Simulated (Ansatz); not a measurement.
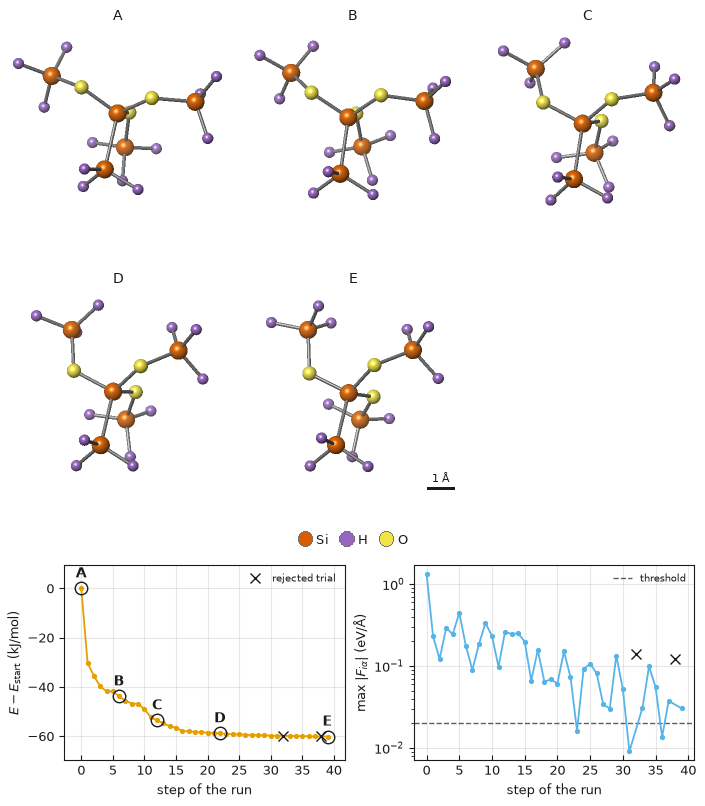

Frames of a relaxation of Si5H12O3, marked on the history of the run. A ball-and-stick model, seen at a tilt.

The run prepares the start of a later molecular dynamics calculation, from a guessed geometry.

Theory: RKS CAM-B3LYP-D4/STO-3G (Ansatz).

The input:
```yaml
crystal:
  periodic: [false, false, false]
  atoms:
    - { symbol: Si, position_ang: [0.0, 0.0, 0.0] }
    - { symbol: Si, position_ang: [0.0, 0.0, 2.22] }
    - { symbol: H, position_ang: [-1.3148, -0.4067, 2.7074] }
    - { symbol: H, position_ang: [1.0096, -0.9353, 2.7074] }
    - { symbol: H, position_ang: [0.3052, 1.342, 2.7074] }
    - { symbol: O, position_ang: [1.5842, 0.0, -0.5594] }
    - { symbol: Si, position_ang: [2.4906, -1.3762, -0.8866] }
    - { symbol: H, position_ang: [1.6598, -2.3521, -1.5857] }
    - { symbol: H, position_ang: [3.6318, -1.0202, -1.7249] }
    - { symbol: H, position_ang: [2.9691, -1.9538, 0.366] }
    - { symbol: O, position_ang: [-0.7913, 1.3709, -0.5594] }
    - { symbol: Si, position_ang: [-2.4002, 1.4263, -1.0396] }
    - { symbol: H, position_ang: [-3.2124, 0.6421, -0.1138] }
    - { symbol: H, position_ang: [-2.862, 2.8114, -1.0378] }
    - { symbol: H, position_ang: [-2.5267, 0.8736, -2.385] }
    - { symbol: O, position_ang: [-0.7913, -1.3709, -0.5594] }
    - { symbol: Si, position_ang: [-1.673, -2.4329, 0.3983] }
    - { symbol: H, position_ang: [-1.2634, -2.287, 1.792] }
    - { symbol: H, position_ang: [-3.0964, -2.1323, 0.2761] }
    - { symbol: H, position_ang: [-1.4264, -3.8036, -0.0398] }
basis:
  gaussian: { orbitals: STO-3G }
hamiltonian:
  xc: cam_b3lyp
  dispersion: d4
relax:
  f_tol: 0.02
  max_steps: 40
```

Run as
```bash
ansatz run input.yaml --threads 1 --pin off --max-ram 2048MiB --backend cpu --events-out ev --progress --plain --runs-dir out
```

Question: Describe the path.

Answer: The relaxation stopped without meeting its thresholds, so the last structure isn't shown to be converged. It used up its limit of 40 steps. Over 37 accepted moves (39 points after the start) the energy falls by 60.2 kJ/mol. Largest force component: 1.3 eV/Å at the start, 0.03 eV/Å at the end. The line search rejected the trial steps at points 32, 38 of the run. The forces were under the threshold at step 23, but the run went on from there. The largest move after the best rigid fit is that of H13, 2.62 Å. By element the largest moves are H 2.62 Å, O 1.10 Å, Si 0.94 Å. Some distances before and after: Si1–Si2 2.220 → 2.263 Å, Si12–H14 1.460 → 1.440 Å, Si12–H13 1.460 → 1.445 Å, Si1–O11 1.679 → 1.672 Å. Bond angles that change, for instance: O6–Si1–O16 109.5° → 100.3°, Si1–O6–Si7 125.0° → 118.1°, Si2–Si1–O16 109.5° → 116.2°. Groups turn about Si1–O11 by about 95°, Si1–O16 by about 50°, O16–Si17 by about 35°. Cost: 4.8 min on 1 thread of Intel(R) Xeon(R) Platinum 8488C (Sapphire Rapids) (shared host), peak memory 0.31 GiB. From step 0 to 6: H3 moves most (0.62 Å), energy −43.8 kJ/mol. From step 6 to 12: H8 moves most (0.96 Å), energy −9.74 kJ/mol. From step 12 to 22: H13 moves most (0.76 Å), energy −5.25 kJ/mol. From step 22 to 39: H atoms move most (0.85 Å), energy −1.32 kJ/mol.

```csv
step,"E − E(0), kJ/mol","largest force component, eV/Å",note
0,0.00,1.3472,
1,-30.18,0.2306,
2,-35.56,0.1220,
3,-39.71,0.2947,
4,-41.76,0.2441,
5,-41.76,0.4479,
6,-43.84,0.1784,
7,-45.56,0.0898,
8,-46.76,0.1843,
9,-46.81,0.3367,
10,-49.00,0.2332,
12,-53.58,0.2622,
13,-54.71,0.2468,
15,-56.51,0.1992,
16,-57.89,0.0667,
18,-58.26,0.0648,
19,-58.39,0.0687,
21,-58.66,0.1509,
22,-58.83,0.0734,
24,-59.20,0.0915,
25,-59.22,0.1069,
27,-59.53,0.0341,
28,-59.62,0.0303,
30,-59.73,0.0523,
31,-59.81,0.0091,
33,-59.89,0.0310,
34,-59.90,0.0992,
36,-60.03,0.0137,
37,-60.09,0.0376,
39,-60.15,0.0304,
```

Limits of the set-up: STO-3G is a minimal basis, so the numbers are rough.
